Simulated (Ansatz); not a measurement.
Take CuI in the zinc blende structure (space group F-43m, No. 216; a = 6.021 Å) as the base.

Modification: hydrostatic tension (pressure −1 GPa).

Computed with Kohn–Sham DFT with the r2SCAN functional, run in Ansatz (a first-principles code) with PAW and 500 eV plane waves, no SOC, earlier PAW set.

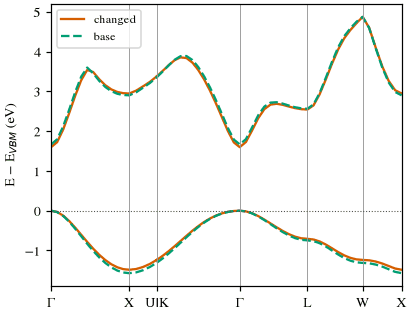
Figure. Highest valence and lowest conduction band along the path, each from its own valence-band maximum

### Question
Read the changed gap and its character from the plot.

### Answer
About 1.6 eV, direct at Γ.

With I present, leaving out spin-orbit coupling can change the band edges. Load acts through the strain it causes; cell and atoms are relaxed under it. Whether these cells are dynamically stable was not tested. All final runs are without spin polarisation.
